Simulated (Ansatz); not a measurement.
**C₆H₄F₂: vertical ionisation energy**

Aim: the vertical ionisation energy of C₆H₄F₂, as cation minus neutral at the neutral's geometry, on several levels, and how well −ε(HOMO) stands in for it.

Program: Ansatz 0.2.0, Gaussian basis. Level of theory: unrestricted cation, the program's frozen cores in correlated methods. These are calculated values, not measurements.

The runs, in order: UKS PBE-D4/def2-TZVPP; UKS r2SCAN-D4/def2-TZVPP; UKS PBE0-D4/def2-TZVPP; UKS B3LYP-D4/def2-TZVPP; UKS wB97X-V/def2-TZVPP; UKS wB97M-V/def2-TZVPP; UKS B2PLYP/def2-TZVPP; UHF-CCSD(T)/def2-TZVPP; UHF-MP2/def2-QZVPP; extrapolation to the limit; then −ε(HOMO) from the neutral's earlier runs with LDA (SPW92), PBE-D4, revPBE-D4, BLYP-D4, r2SCAN-D4, B97M-V, PBE0-D4, B3LYP-D4, r2SCANh-D4, r2SCAN0-D4, HSE06-D4, BHLYP-D4, CAM-B3LYP-D4, LC-ωPBE, ωB97X-V, ωB97M-V.

### Step 1. The relaxed structure

The geometry comes from an earlier relaxation with PBE0-D4 in a triple-zeta def2 set; it is a stationary point, not always the lowest conformer.

SMILES `Fc1ccc(F)cc1`, 12 atoms, charge 0, spin multiplicity 1.

Atoms are counted from 1 here; the program's logs count them from 0.

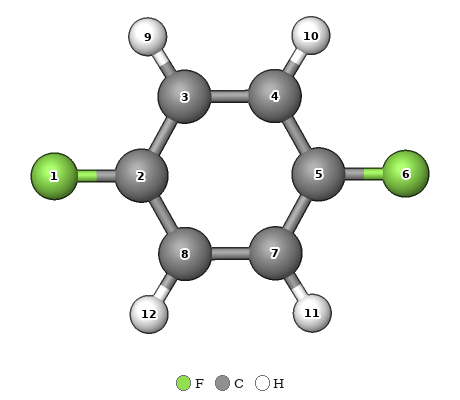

The structure; fluorine green, carbon grey, hydrogen white; atoms are numbered from 1 in the order of the file.

### Step 2. Cation, UKS PBE-D4/def2-TZVPP

File in.yaml:

```yaml
crystal:
  periodic: [false, false, false]
  atoms:
    - {symbol: F, position_ang: [0.824608, -1.511637, 2.090420]}
    - {symbol: C, position_ang: [0.418971, -0.764507, 1.055472]}
    - {symbol: C, position_ang: [0.729702, 0.581193, 1.039322]}
    - {symbol: C, position_ang: [0.309820, 1.354570, -0.031998]}
    - {symbol: C, position_ang: [-0.406150, 0.755289, -1.049825]}
    - {symbol: F, position_ang: [-0.811780, 1.502417, -2.084778]}
    - {symbol: C, position_ang: [-0.716886, -0.590408, -1.033670]}
    - {symbol: C, position_ang: [-0.297005, -1.363787, 0.037650]}
    - {symbol: H, position_ang: [1.293038, 1.011922, 1.857371]}
    - {symbol: H, position_ang: [0.532469, 2.412816, -0.083221]}
    - {symbol: H, position_ang: [-1.280227, -1.021134, -1.851718]}
    - {symbol: H, position_ang: [-0.519660, -2.422031, 0.088874]}
basis:
  gaussian: {orbitals: def2-TZVPP}
total_charge: 1
magnetization: {spin_polarized: true, initial_magnetization: 1}
hamiltonian: {xc: pbe, dispersion: d4}
```

The run is started by

```bash
> ansatz run in.yaml --threads 2 --pin off --events-out ev --progress --plain --max-ram 22528MiB --backend cuda --devices 0, --max-vram 18GiB
```

The runs that follow: Cation, UKS r2SCAN-D4/def2-TZVPP; Cation, UKS PBE0-D4/def2-TZVPP; Cation, UKS B3LYP-D4/def2-TZVPP; Cation, UKS wB97X-V/def2-TZVPP; Cation, UKS wB97M-V/def2-TZVPP; Cation, UKS B2PLYP (frozen core)/def2-TZVPP; Cation, UHF-CCSD(T)/def2-TZVPP; Cation, UHF-MP2/def2-QZVPP.

Before running them: what should the planned runs give, taken together? Wanted: ionisation energy, CCSD(T)/CBS; nearest functional by difference; nearest −ε(HOMO); −ε(HOMO) of PBE; T1 of the cation.

As calculated:

| quantity | value |
| --- | --- |
| ionisation energy, CCSD(T)/CBS | 9.46 eV |
| nearest functional by difference | B3LYP-D4 (-0.26 eV) |
| nearest −ε(HOMO) | ωB97X-V (-0.16 eV) |
| −ε(HOMO) of PBE | 6.02 eV |
| T1 of the cation | 0.029 |

In words: By cation minus neutral, the functionals miss by 0.45 eV at most. −ε(HOMO) of PBE misses by 3.4 eV, since self-interaction lifts the level. Among orbital estimates ωB97X-V comes nearest. Hartree-Fock falls 1.24 eV short, as the neutral has more correlation energy than the cation.
